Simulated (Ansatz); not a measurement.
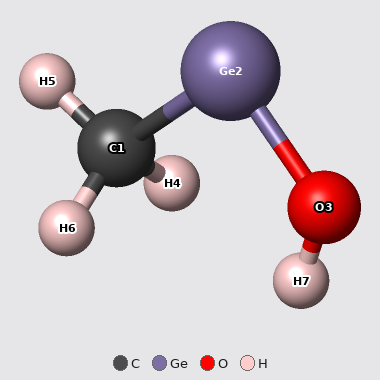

The system is CH₄GeO, SMILES [CH3][Ge][OH]; the picture shows the reference structure. 
- First axis: dihedral C1–Ge2–O3–H7. Second axis: dihedral H4–C1–Ge2–O3.
- Nothing is relaxed (all other coordinates rigid).
- The scan uses a 12 × 11 grid.
- Points are written as (first, second).
- Energies are in kJ/mol, from the lowest grid point.
- Computed with RKS PBE0-D4/def2-TZVP (Ansatz).

Its coordinates:

```xyz
7

C    -0.6865    0.4244   -0.3018
Ge    1.2945    0.4287   -0.5965
O     1.7040   -0.8874    0.5478
H    -1.0965   -0.5623   -0.5449
H    -1.1990    1.1713   -0.9110
H    -0.9059    0.6267    0.7526
H     0.9506   -1.2695    1.0080
```

Range: dihedral C1–Ge2–O3–H7 from −180 to 150°; dihedral H4–C1–Ge2–O3 from −149 to 31°.

Question: What will the energy surface look like?

Answer: The lowest grid point is at (−180°, −59°). The energy also falls towards the edge at (0°, 31°) (2.9 kJ/mol above the lowest) and (0°, −149°) (2.9 kJ/mol above the lowest), where a further well may lie outside the range. A higher local minimum lies near (0°, −59°) (1.2 kJ/mol above the lowest at that grid point). The highest grid point, (90°, −131°), lies 40.9 kJ/mol above the lowest.

```csv
"dihedral H4–C1–Ge2–O3 ↓, dihedral C1–Ge2–O3–H7 →",−180,−150,−120,−90,−60,−30,0,30,60,90,120,150
31,0.4,9.6,29.4,40.3,30.0,11.5,2.9,11.0,29.4,39.9,29.0,9.3
13,0.4,9.5,29.6,40.9,30.8,12.4,3.8,11.8,30.2,40.8,29.7,9.6
−5,0.2,9.0,29.1,40.7,30.7,12.3,3.9,11.8,30.1,40.8,30.1,9.9
−23,0.1,8.6,28.2,39.6,29.7,11.4,2.9,10.9,29.2,40.0,29.7,9.8
−41,0.0,8.4,27.6,38.5,28.4,10.2,1.7,9.8,28.1,38.8,28.7,9.4
−59,0.0,8.7,27.7,38.1,27.7,9.5,1.2,9.5,27.7,38.1,27.8,8.8
−77,0.0,9.4,28.7,38.8,28.1,9.8,1.7,10.1,28.4,38.5,27.6,8.4
−95,0.1,9.8,29.7,40.0,29.2,10.9,2.9,11.4,29.7,39.6,28.1,8.6
−113,0.2,9.9,30.1,40.8,30.1,11.8,3.9,12.3,30.7,40.6,29.1,9.0
−131,0.4,9.6,29.7,40.8,30.2,11.8,3.8,12.4,30.8,40.9,29.6,9.5
−149,0.4,9.3,29.0,39.9,29.5,11.0,2.9,11.5,30.0,40.3,29.4,9.6
```

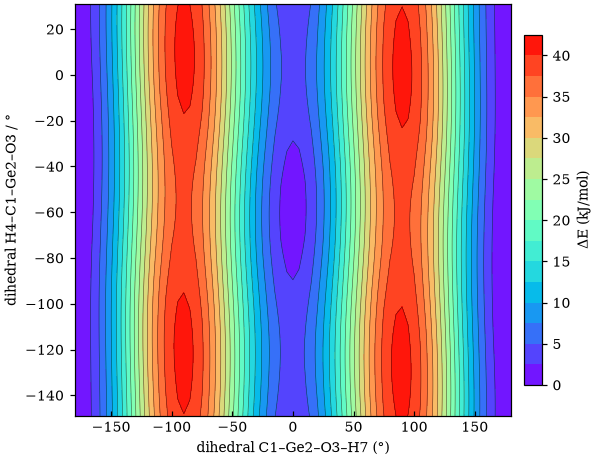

In the figure: filled contours. Between grid points the surface is interpolated.

Each point was launched as `ansatz run input.yaml --threads 1 --pin off --max-ram 2560MiB --backend cpu --events-out ev --progress --plain --runs-dir out`. Time for the 132 points that were run: 12 min on 1 thread of Arm Neoverse V1, with other jobs on the host.
